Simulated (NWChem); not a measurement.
**PBE/def2-SVP run of C2H2F2 (vinylidene fluoride)**

Aim: the vertical ionisation energy of C2H2F2 (vinylidene fluoride) at PBE/def2-SVP, from 2 runs. 

The calculation is run with NWChem 7.3.0.

## 1. Starting point

The species is C2H2F2 (6 atoms), meant as a singlet with charge 0. SMILES: `C=C(F)F`. The coordinates come from a PBE0-D4/def2-TZVP relaxation.

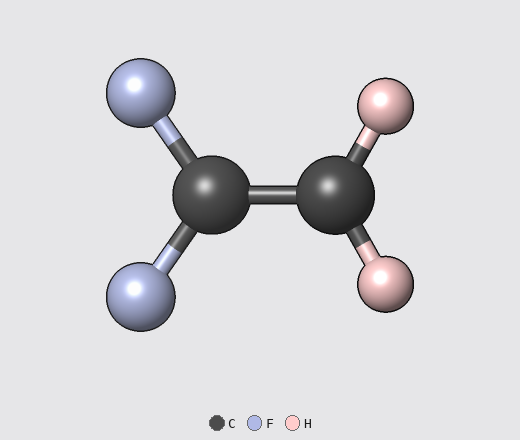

Viewed from a chosen angle; carbon dark grey, fluorine light blue, hydrogen pink.

## 2. The energy at PBE/def2-SVP

File test.nw:

```
start test
title "C2H2F2 PBE"
memory total 2200 mb
charge 0
geometry units angstrom noautosym nocenter noautoz
   C       -0.115900       0.471000      -0.544400
   C        0.105000      -0.394600       0.420100
   F       -0.454900      -0.363600       1.607600
   F        0.919200      -1.422100       0.343000
   H        0.394200       0.360600      -1.488400
   H       -0.805600       1.284800      -0.384200
end
basis spherical bse
   * library def2-SVP
end
dft
   xc xpbe96 cpbe96
   grid lebedev 75 11
   convergence energy 1e-08
   iterations 100
   mulliken
   print low
end
task dft energy
```

Run with:

```bash
$ nwchem test.nw > test.out
```

Log, cut to the lines that bear on the results:

```text
[...]
 d= 0,ls=0.0,diis     1   -276.4528662975 -3.95D+02  2.51D-02  1.05D+00     0.7
[...]
 d= 0,ls=0.0,diis    11   -276.5703942277 -5.04D-10  1.00D-07  8.05D-11     5.5
         Total DFT energy =     -276.570394227749
      One electron energy =     -616.077208963381
           Coulomb energy =      253.442660704045
    Exchange-Corr. energy =      -32.189046160937
 Nuclear repulsion energy =      118.253200192523
[...]
      Total Density - Mulliken Population Analysis
     ---------------------------------------------
    Atom       Charge   Shell Charges
 -----------   ------   -------------------------------------------------------
    1 C    6     6.15   1.98  0.88  0.24  2.15  0.88  0.02
    2 C    6     5.72   1.98  0.92  0.07  1.99  0.62  0.13
    3 F    9     9.12   1.99  1.14  0.75  3.35  1.87  0.01
    4 F    9     9.12   1.99  1.14  0.75  3.35  1.87  0.01
    5 H    1     0.95   0.73  0.19  0.03
    6 H    1     0.95   0.73  0.19  0.03
[...]
```

It took 6.3 s on 1 thread of Intel Xeon 6975P-C (Granite Rapids), shared host; peak memory 0.11 GiB.

## 3. The doublet cation, same level

File m1.nw:

```
start m1
memory total 2200 mb
charge 1
geometry units bohr noautosym nocenter noautoz
  C     -0.21901926     0.89006100    -1.02876690
  C      0.19842124    -0.74568593     0.79387394
  F     -0.85963641    -0.68710442     3.03792372
  F      1.73703625    -2.68737952     0.64817606
  H      0.74493004     0.68143524    -2.81266836
  H     -1.52236337     2.42792012    -0.72603278
end
basis "ao basis" spherical bse
  * library def2-SVP
end
dft
  xc xpbe96 cpbe96
  mult 2
  grid lebedev 75 11
  convergence energy 1e-08
  iterations 100
  mulliken
  print low
end
task dft energy
```

Run with:

```bash
$ nwchem m1.nw > m1.out
```

Log, cut to the lines that bear on the results:

```text
[...]
 d= 0,ls=0.0,diis     1   -275.9753253962 -3.94D+02  2.30D-02  5.60D-01     0.9
[...]
 d= 0,ls=0.0,diis    13   -276.1945638838 -4.76D-10  1.47D-07  5.17D-10     9.0
[...]
         Total DFT energy =     -276.194563883783
      One electron energy =     -606.261918517923
           Coulomb energy =      243.624517904155
    Exchange-Corr. energy =      -31.810355049510
 Nuclear repulsion energy =      118.253191779495
[...]
      Total Density - Mulliken Population Analysis
     ---------------------------------------------
    Atom       Charge   Shell Charges
 -----------   ------   -------------------------------------------------------
    1 C    6     5.89   1.99  0.96  0.26  2.05  0.61  0.02
    2 C    6     5.57   1.99  0.97  0.06  1.93  0.49  0.14
    3 F    9     8.96   1.99  1.17  0.74  3.30  1.74  0.01
    4 F    9     8.96   1.99  1.17  0.74  3.30  1.74  0.01
    5 H    1     0.81   0.70  0.08  0.03
    6 H    1     0.81   0.70  0.08  0.03
[...]
      <S2> =      0.7516 (Exact =     0.7500)
[...]
```

It took 9.9 s on 1 thread of Intel Xeon 6975P-C (Granite Rapids), shared host; peak memory 0.1 GiB.

## 4. Summary of results

At PBE/def2-SVP:

```
                                          quantity          value
                      singlet C2H2F2: total energy  -276.57039 Eh
                      doublet cation: total energy  -276.19456 Eh
                              doublet cation: ⟨S²⟩          0.752
vertical ionisation energy (to the doublet cation)      10.227 eV
```

**Reading.** Removing an electron at fixed nuclei costs 10.23 eV (236 kcal/mol). Mulliken charges (singlet C2H2F2) run from -0.15 on C1 to +0.28 on C2; they depend strongly on the basis.
